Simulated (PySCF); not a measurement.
```yaml
atoms:
  - { symbol: In, position_ang: [0.0000, 0.0000, -0.9833] }
  - { symbol: Se, position_ang: [0.0000, 0.0000, 1.4137] }
```

Method: PBE0/x2c-TZVPPall, spin-free X2C-1e, Gaussian nucleus, at a bond length of 2.397 Å (PySCF 2.14.0).

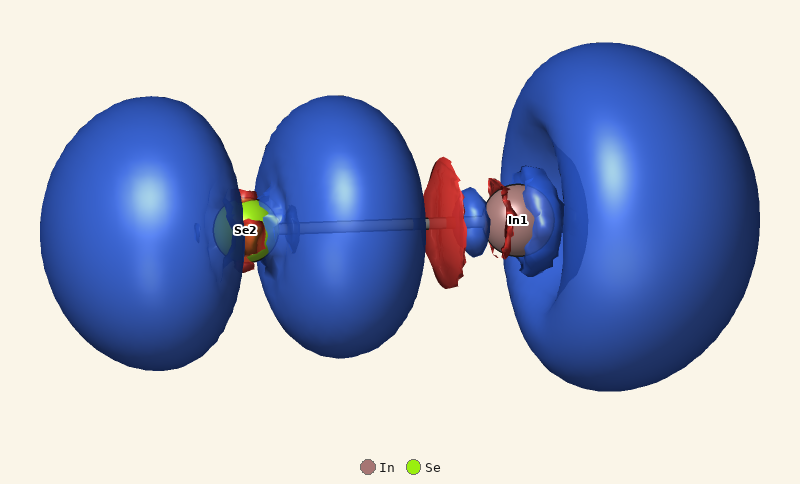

InSe (doublet). Isosurfaces of the spin density at +0.015 (blue) and −0.015 e/Å³ (red), seen from one side.

Where is the unpaired spin?

The unpaired spin (1 electron) lies mostly on Se2 (about 0.5) and In1 (about 0.5), in electrons by Hirshfeld's partition.
